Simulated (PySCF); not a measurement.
## A study: C6H6, SMILES `c1ccccc1`

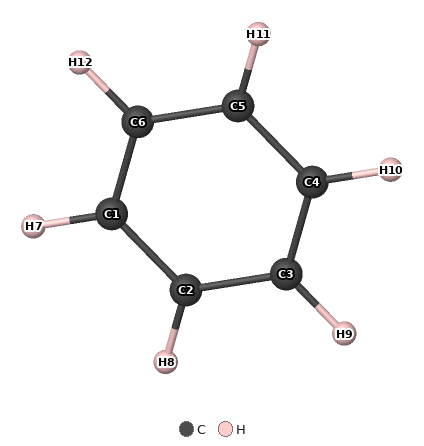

The molecule, with its atoms numbered as below. No frequency check shows the geometry to be a minimum.

Cartesian coordinates (Å):

```
C1       1.3374    0.3584    0.0000
C2       0.3583    1.3374    0.0000
C3      -0.9791    0.9790    0.0000
C4      -1.3374   -0.3584    0.0000
C5      -0.3583   -1.3374    0.0000
C6       0.9791   -0.9790    0.0000
H7       2.3811    0.6381    0.0000
H8       0.6379    2.3811    0.0000
H9      -1.7431    1.7430    0.0000
H10     -2.3811   -0.6381    0.0000
H11     -0.6380   -2.3811    0.0000
H12      1.7432   -1.7430    0.0000
```

## 1. Bonding charge

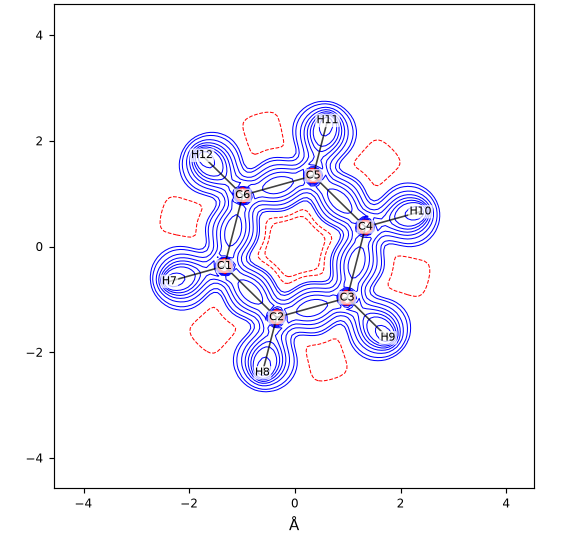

Deformation density (molecule less spherical, spin-averaged free atoms) in the molecular plane; contours at ±0.05 to ±0.8 e/Å³; solid blue lines: gain, dashed red lines: loss.

PySCF calculation, M06-2X/cc-pVDZ, gas phase; geometry: GFN2-xTB.

Q: Describe the bonding that the map shows.

A: C1–H7, C2–H8, C4–H10, C5–H11 and 2 more like them: +0.71 e/Å³ at the bond critical point (bond length 1.08 Å, Mayer order 0.9). C1–C6, C3–C4, C1–C2, C2–C3 and 2 more like them: +0.59 e/Å³ at the bond critical point (bond length 1.39 Å, Mayer order 1.5). In all, 2.8 electrons gather in the regions of gain relative to the promolecule.

Q: Where do the Hirshfeld charges lie?

A: The highest Hirshfeld charge is on H7, H8, H9, H10, H11 and H12 (+0.05 e), the lowest on C1, C2, C3, C4, C5 and C6 (−0.05 e).

## 2. Bond critical points

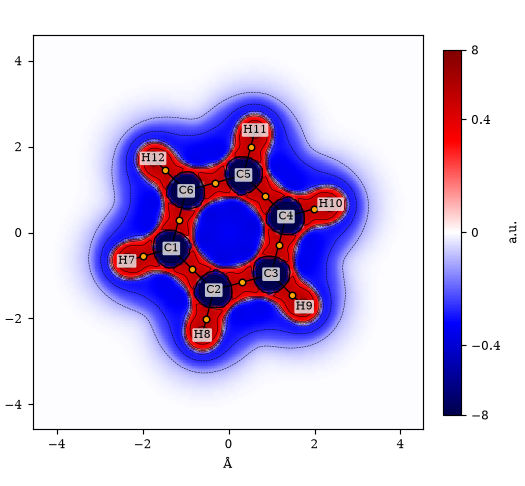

Negative Laplacian of the density (−∇²ρ) in the molecular plane (red positive, blue negative, colour scale in a.u., logarithmic beyond ±0.04), with bond paths and bond critical points (dots).

Q: Sort the bonds in the plane by the sign of ∇²ρ at their critical points.

A: Concentrated (∇²ρ < 0): C1–C6, C3–C4, C1–C2, C2–C3 and 2 more like them (−0.76 a.u.); C1–H7, C2–H8, C4–H10, C5–H11 and 2 more like them (−1.05 a.u.). At none is it depleted.

Q: Where along C1–H7 does the critical point lie?

A: 0.68 Å from C1 and 0.40 Å from H7.

## 3. Electrostatic potential

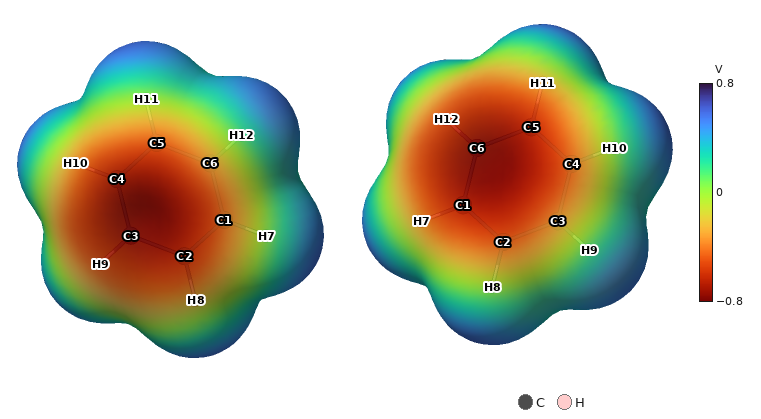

Electrostatic potential on the surface of electron density 0.001 a.u. (back view left, front view right).

Q: Where are the extremes of the potential on the surface?

A: Highest: 0.57 V, 1.3 Å from H9, and at like points elsewhere. Lowest: −0.79 V, off the C5–C6 bond (2.1 to 2.2 Å from its atoms), and at like points elsewhere. The surface is sampled at points, so like sites can differ by a few per cent and only the strongest of them is named.

## 4. Localised orbitals

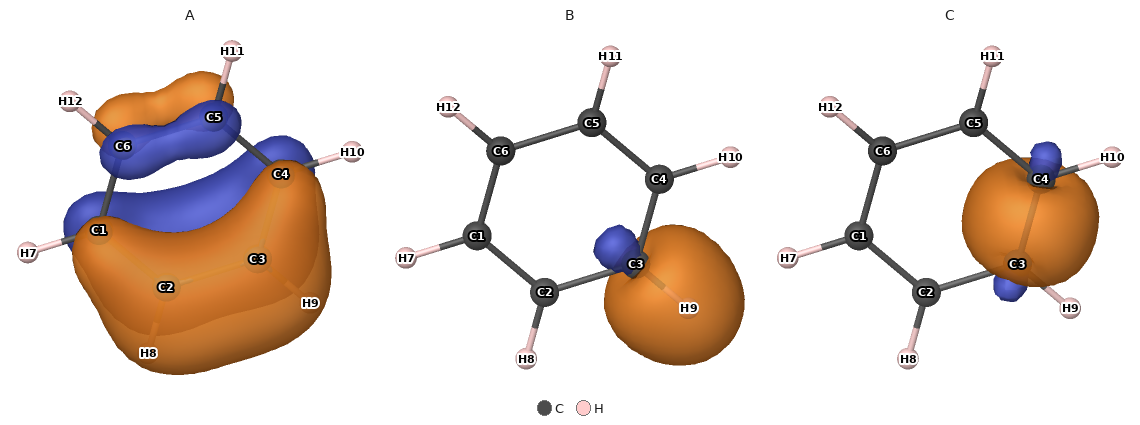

Pipek–Mezey orbitals, occupied; each surface holds about 85 % of the orbital's density. Energies are diagonal elements of the Fock matrix.

Level of theory: B3LYP/def2-SVP (PySCF), at a geometry from GFN2-xTB.

Q: Identify each orbital.

A: By panel:
- A: delocalised π orbital mainly over C2 and C3 and further atoms (C2 41 %, C3 41 %, C1 6 %; −8.1 eV)
- B: σ bond C3–H9 (C3 55 %, H9 44 %; −13.4 eV)
- C: σ bond C3–C4 (C3 50 %, C4 50 %; −16.1 eV)

Q: How do all the valence pairs divide up?

A: 15 pairs: 12 σ bonds and 3 delocalised π orbitals.
